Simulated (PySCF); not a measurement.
Input file:

```
{"job": {"kind": "epr", "basis": "pcH-1"}, "charge": 0, "multiplicity": 2}
N      2.529347     0.452008     0.904656
Si     1.490374     0.311422    -0.351221
C      0.479538    -1.308351    -0.238478
C     -0.993222    -1.048441    -0.504447
C     -1.529121     0.031905     0.434313
Si    -0.446314     1.591494     0.308183
H      3.348491     1.037267     0.887432
H      1.658517     0.640472    -1.781920
H      0.869774    -2.042400    -0.942473
H      0.609138    -1.720893     0.760470
H     -1.570199    -1.970159    -0.371199
H     -1.132888    -0.729606    -1.542542
H     -2.573803     0.250506     0.205760
H     -1.501226    -0.340308     1.460750
H     -0.384965     2.369249     1.539970
H     -0.861040     2.484779    -0.780665
```

Launched as:

```sh
OMP_NUM_THREADS=1 python probes_run.py task.json out
```

Geometry: GFN2-xTB.

The calculation used PySCF, UKS B3LYP, pcH-1 on C H N Si, non-relativistic, mean-field spin-orbit, GIAO.

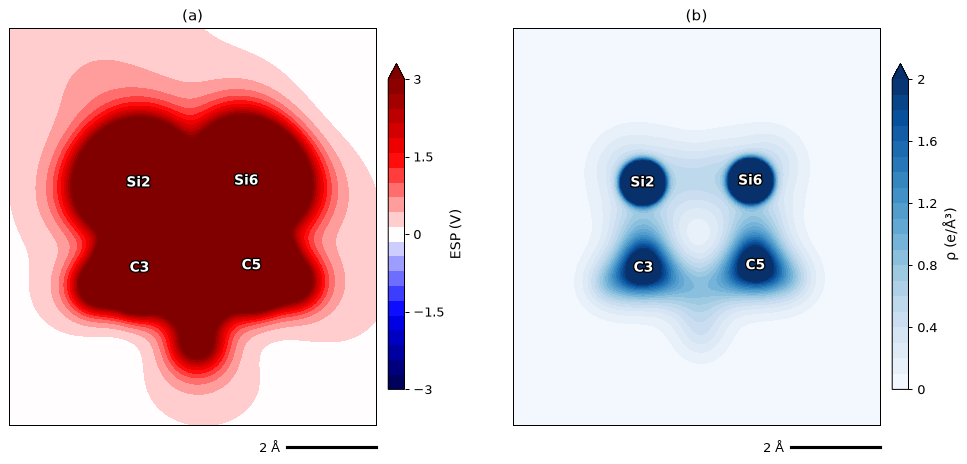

C$_{3}$H$_{10}$NSi$_{2}$ (doublet). (a) molecular electrostatic potential; (b) electron density on the plane of atoms Si2, Si6 and C5.

> Describe what can be read from this map.

The section cuts through Si and C sites. C–Si (1.90 Å): the density is about 0.91 e/Å³ at the midpoint. Si–Si (2.41 Å): ρ is about 0.54 e/Å³ halfway. The potential has no marked negative region in this plane.
